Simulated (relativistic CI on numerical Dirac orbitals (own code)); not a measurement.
## Relativistic CI calculation for Re⁶⁺

System: Re⁶⁺.
Method: Dirac-Coulomb-Breit CI, KLI orbitals optimised for each configuration, model QED (radiative potential, 1s self-energy scaled to tabulated hydrogen-like ionisation energies), valence Slater integrals scaled by 0.75, one configuration in a parametric crystal field (relativistic CI on numerical Dirac orbitals, in-house).

### Results in brief

- outcome: converged
- levels computed: 3
- hardware: 1 CPU thread, shared host

### The input
```
atom Re  Z=75  charge=6  electrons=69
nucleus A=187  rms_radius_fm=5.3698
hamiltonian dirac-coulomb  breit=on  qed=on  c_scale=1
orbitals kli  potential=per-configuration
slater_scale 0.75
correlation none
mixing on
configurations
  [Xe] 4f14 5d
end
crystal_field Oh 10Dq=25950
```

The program writes its results to a structured record and prints no log; tables and figures of this report are taken from that record.

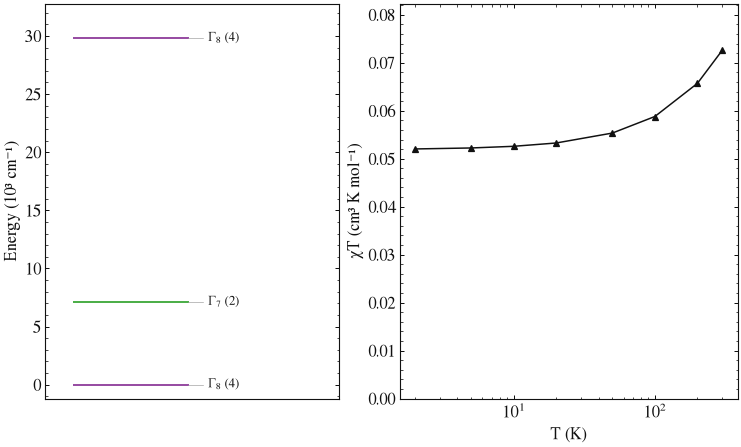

Figure 1. Re⁶⁺ (5d) in a field of Oh symmetry with 10Dq = 25,950 cm⁻¹. Labels give the double-group representation and, in brackets, the degeneracy; the lowest 3 of 3 levels are drawn. One open-shell configuration in a parametric field without covalency; powder susceptibility by Van Vleck's formula. The ground level is Γ₈, a quartet, with total spin S = 0.50 (from expectation values). The next level lies at 7,090 cm⁻¹ (Γ₇). The field lowers the ground state by 7,130 cm⁻¹ against the free ion. χT is 0.0520 cm³ K mol⁻¹ at 2 K, 0.0553 at 50 K and 0.0726 at 300 K, an effective moment of 0.76 μB at room temperature.
